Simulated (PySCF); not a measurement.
## Electronic structure of C6H11B (SMILES B/C(=C/C)C(=C)C) in real space

```yaml
atoms:
  - { symbol: B, position_ang: [-0.0118, 1.5981, 1.6247] }
  - { symbol: C, position_ang: [0.1824, 0.6838, 0.3980] }
  - { symbol: C, position_ang: [1.2267, 0.8564, -0.4339] }
  - { symbol: C, position_ang: [1.5473, 0.0464, -1.6408] }
  - { symbol: C, position_ang: [-0.8077, -0.3935, 0.1421] }
  - { symbol: C, position_ang: [-1.6665, -0.3371, -0.8652] }
  - { symbol: C, position_ang: [-0.7843, -1.5253, 1.1253] }
  - { symbol: H, position_ang: [-0.9212, 1.4487, 2.3454] }
  - { symbol: H, position_ang: [0.7524, 2.4606, 1.8273] }
  - { symbol: H, position_ang: [1.9320, 1.6511, -0.2227] }
  - { symbol: H, position_ang: [0.8537, -0.7814, -1.7633] }
  - { symbol: H, position_ang: [2.5648, -0.3391, -1.5674] }
  - { symbol: H, position_ang: [1.5048, 0.6763, -2.5302] }
  - { symbol: H, position_ang: [-2.4048, -1.1051, -1.0285] }
  - { symbol: H, position_ang: [-1.6730, 0.4882, -1.5574] }
  - { symbol: H, position_ang: [0.1812, -2.0307, 1.0874] }
  - { symbol: H, position_ang: [-1.5689, -2.2469, 0.9109] }
  - { symbol: H, position_ang: [-0.9159, -1.1442, 2.1365] }
```

Geometry: GFN2-xTB.

Theory: PySCF, PBE0/def2-SVPD, SCF density, gas phase.

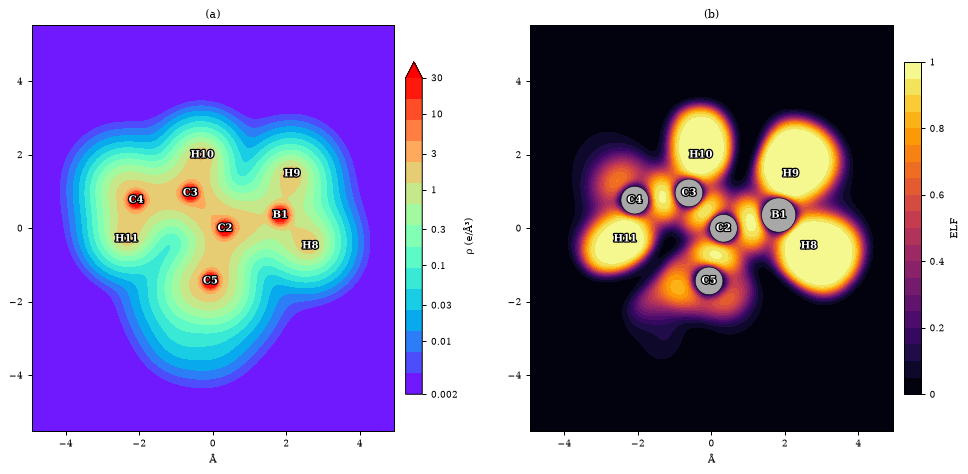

Figure 1. (a) electron density; (b) ELF on the plane of atoms B1, C2 and C3. Grey discs cover the atomic cores in the ELF map.

> Describe what can be read from this map.

Atoms in the plane: B, C and H. C–C (1.35 Å): the density is about 2.2 e/Å³ at the midpoint; the ELF peaks at about 0.95 between the atoms (a covalent bond). C–B (1.54 Å): ρ is about 1.5 e/Å³ halfway; the ELF peaks at about 0.95 between the atoms: a shared electron pair. C–H (1.08 Å): the density is about 2 e/Å³ at the midpoint; the ELF climbs to about 1 towards the hydrogen, as it does in any bond to H (a covalent bond by its length). C–C (1.49 Å): the density is about 1.8 e/Å³ at the midpoint; the ELF peaks at about 0.95 between the atoms, as expected for localised, covalent bonding. B–H (1.17 Å): ρ is about 1.3 e/Å³ halfway; the ELF climbs to about 1 towards the hydrogen: an ordinary covalent bond to hydrogen.

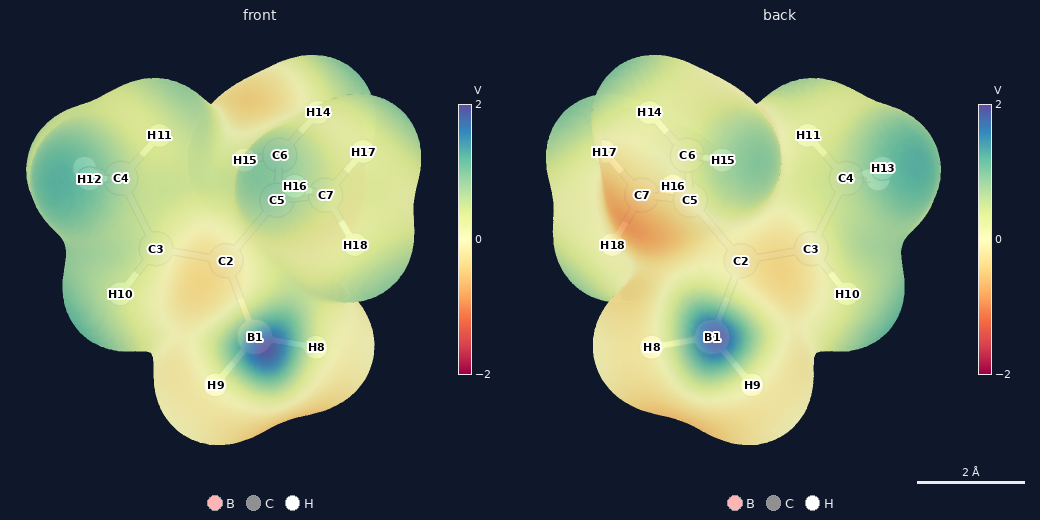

Figure 2. The molecular electrostatic potential painted on the density surface at 0.004 e/bohr³, seen from the front and from behind; red is negative and blue positive.

> Describe the electrostatic potential map.

The most negative region (about −0.8 V) lies over the π face of C5 and C6, the most positive (about +1.7 V) over B1.

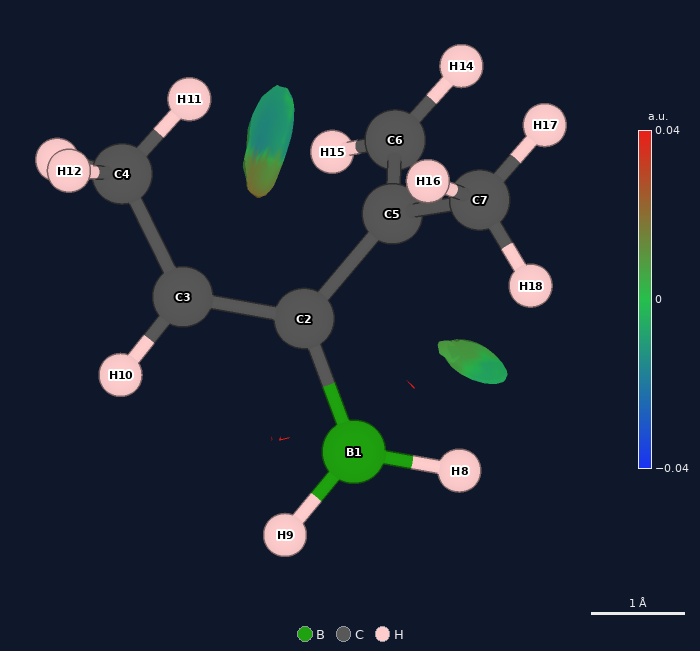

Figure 3. Non-covalent interaction (NCI) plot: the surface where the reduced density gradient is 0.6, for densities under 0.05 a.u., coloured by sign(λ₂)ρ; seen across its widest extent.

> Which non-covalent interactions does the plot reveal?

Between H11 and C4 on one side and C5 and C6 on the other: a weak contact, attractive (blue-green) on one side and crowded (olive to red) on the other; between H18 and C7 on one side and B1 and H8 on the other: a weak contact (green).
